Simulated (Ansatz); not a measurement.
Response to strain in ZrSe2

The reference is ZrSe2 in the CdI2 type structure (space group P-3m1, No. 164; a = 3.735 Å, c = 6.032 Å; layered, stacked along the Cartesian z axis). Axes: x lies along a and z along c of the hexagonal cell.

Strains are applied to the cell and any free atomic positions relax.

The values are results of PBE-D3(BJ) (Ansatz, a first-principles code), spin-orbit coupling left out, not measurements.

Notes on the quantities. energy relative to the base: free energy F.

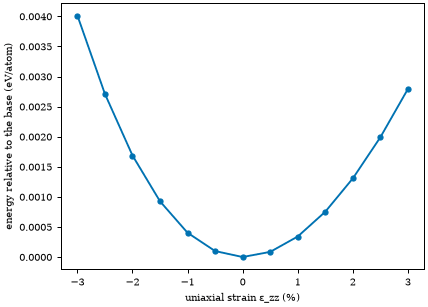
Energy relative to the base against uniaxial strain ε_zz

### Question
From the plot, what is the energy relative to the base for uniaxial strain ε_zz = +1.00 %?

### Answer
About 0.0003 eV/atom.

### Question
Is the trend monotonic over the range shown?

### Answer
No, it turns within the range, spanning 0 meV/atom to +4.0 meV/atom.

Stability against distortions was not tested. All final runs are without spin polarisation.
